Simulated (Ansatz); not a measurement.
## Fields on a plane of YF3 (space group Pnma)

```xyz
16
Lattice="6.3304 0.0000 0.0000 0.0000 6.8393 0.0000 0.0000 0.0000 4.3695" Properties=species:S:1:pos:R:3 pbc="T T T"
Y      3.9939     5.1295     4.1014
Y      2.3364     1.7098     0.2681
Y      5.5016     1.7098     1.9167
Y      0.8288     5.1295     2.4528
F      1.0449     2.9878     1.6518
F      5.2854     3.8515     2.7177
F      2.1202     3.8515     3.8365
F      4.2101     2.9878     0.5330
F      4.2101     0.4318     0.5330
F      2.1202     6.4075     3.8365
F      5.2854     6.4075     2.7177
F      1.0449     0.4318     1.6518
F      3.3112     1.7098     2.5755
F      3.0192     5.1295     1.7939
F      6.1844     5.1295     0.3908
F      0.1460     1.7098     3.9787
```

The slice is a (010) plane (indices of the conventional cell) through the point (0.335, 0.563, 0.878) (fractional), spanned by u = [001] and v = [100] in vectors of this cell: u (4.37 Å) and v (6.33 Å, at 90° to u). It covers one period; positions are fractions (u, v).

Atoms on it: F at (0.74, 0.50); F at (0.00, 0.00). Other atoms lie within 1 Å of the plane.

The numbers are results of PBEsol (plane waves to 420 eV, PAW, scalar-relativistic; Ansatz, a first-principles code), not measurements. k mesh 4×4×6. Inside the PAW spheres the values are not all-electron values, and peaks at nuclei hang on which shells count as valence. YF3 is run without spin polarisation. YF3 was relaxed with its symmetry unable to fall.

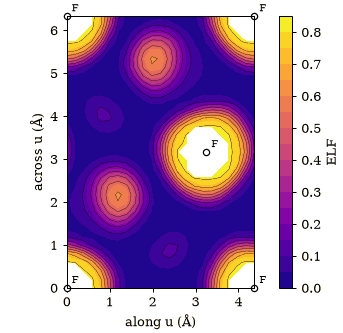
Figure. Electron localisation function (ELF), one period of the plane, atoms marked. Points within 0.5 Å of a nucleus are left white, as the pseudised field means little there.

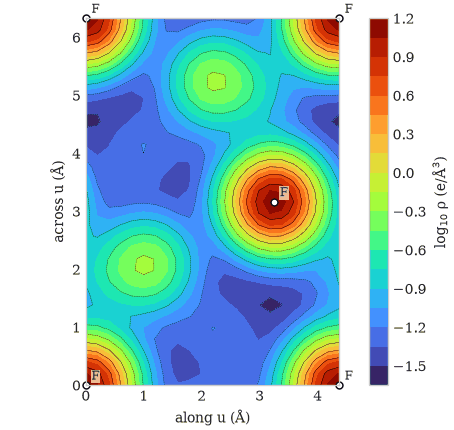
Figure. Log₁₀ of the valence density in e/Å³, one period of the plane, atoms marked. The scale is logarithmic, as a density can span decades between atoms and voids.
